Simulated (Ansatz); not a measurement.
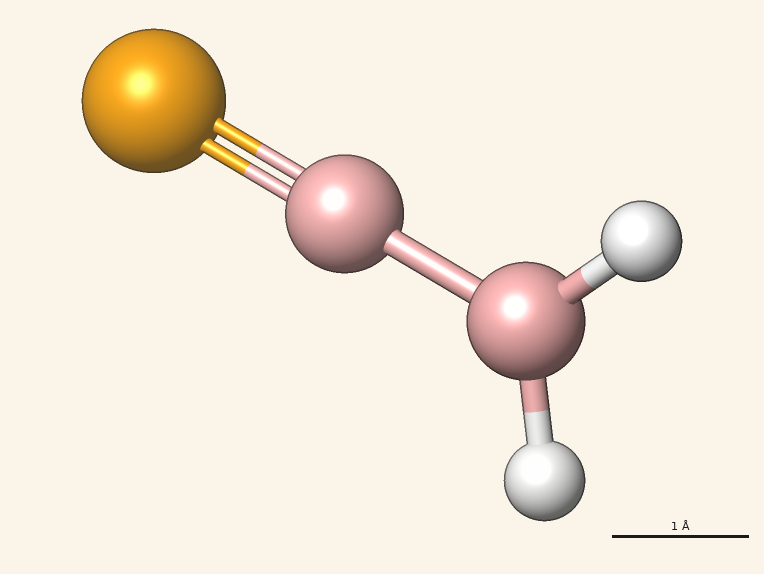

Rendered structure (ball-and-stick style). Double and triple bonds are drawn as two and three sticks. Colours: boron pink, selenium orange, hydrogen white.

The computed structure is the end point of a PBE0-D4/def2-TZVP optimisation. No frequency run is at hand to confirm it as a minimum.

Describe the molecule.

Formula B₂H₂Se. SMILES: `BB=[Se]`. Among its groups: B–H bond. All atoms lie on one plane. Coordination: 1 B trigonal planar; 1 B linear.

The parts below concern this one geometry. Atoms keep their numbers from picture to picture.

### Geometry

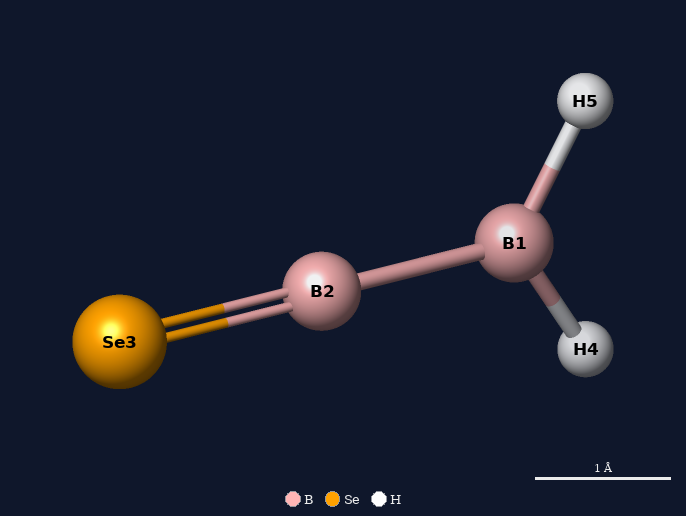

No frequency run is at hand to confirm it as a minimum.

Which atoms are bonded, and how long are the bonds?

```json
{"bond": "B1–B2", "length (Å)": "1.654", "order": "single"}
{"bond": "B1–H4", "length (Å)": "1.194", "order": "single"}
{"bond": "B1–H5", "length (Å)": "1.194", "order": "single"}
{"bond": "B2–Se3", "length (Å)": "1.737", "order": "double"}
```

### Dipole moment

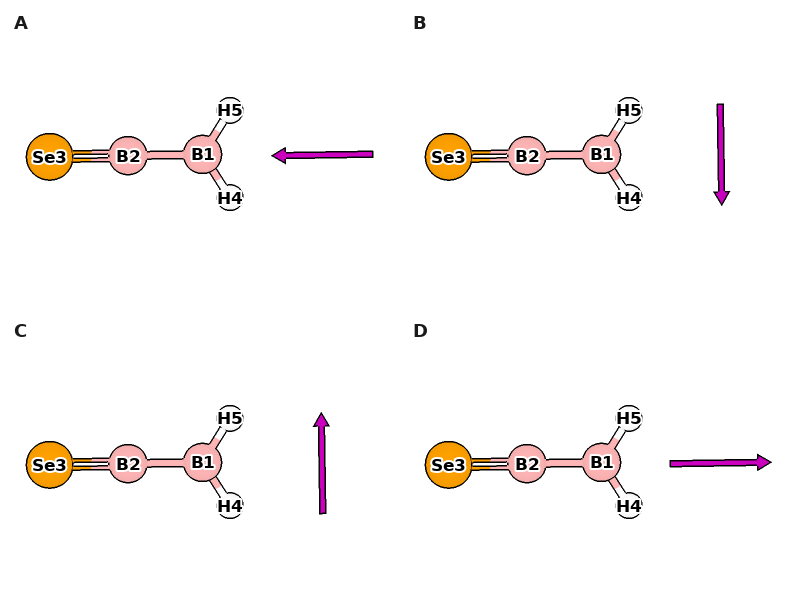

The same molecule four times, each with an arrow. No frequency run is at hand to confirm it as a minimum. Level of theory: RKS PBE0-D4/def2-TZVP (Ansatz 0.2.0).

Which arrow points along the dipole moment, from the negative to the positive end?

D. The dipole moment is 1.07 D; it points from the side of Se3 to the side of H4, H5 (the outermost atoms at the two ends).

### Charges

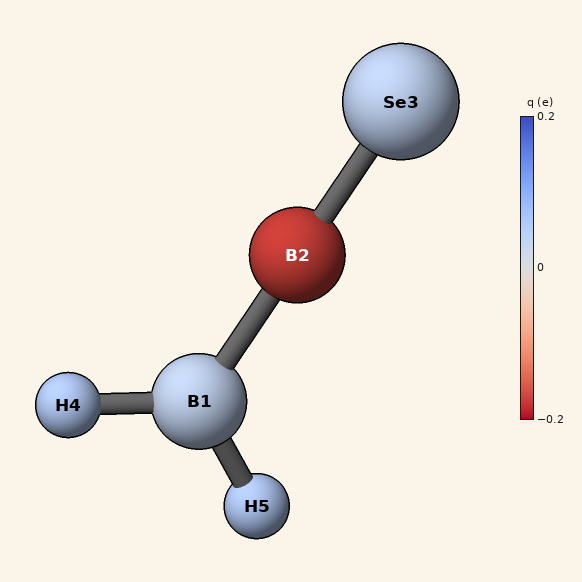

Atoms are coloured by their Mulliken charges. No frequency run is at hand to confirm it as a minimum. Properties computed with RKS PBE0-D4/def2-TZVP (Ansatz 0.2.0).

List the Mulliken charges.

```json
{"atom": "B1", "value (e)": "0.03"}
{"atom": "B2", "value (e)": "−0.17"}
{"atom": "Se3", "value (e)": "0.04"}
{"atom": "H4", "value (e)": "0.05"}
{"atom": "H5", "value (e)": "0.05"}
```

### Electronic properties

No frequency run is at hand to confirm it as a minimum. Level of theory: RKS PBE0-D4/def2-TZVPP (Ansatz 0.2.0).

Computed properties:

- HOMO energy (Kohn–Sham orbital): −7.84 eV
- LUMO energy (Kohn–Sham orbital): −3.48 eV
- HOMO–LUMO gap: 4.36 eV

Mulliken values depend strongly on the basis set and can even reverse the polarity of a bond.
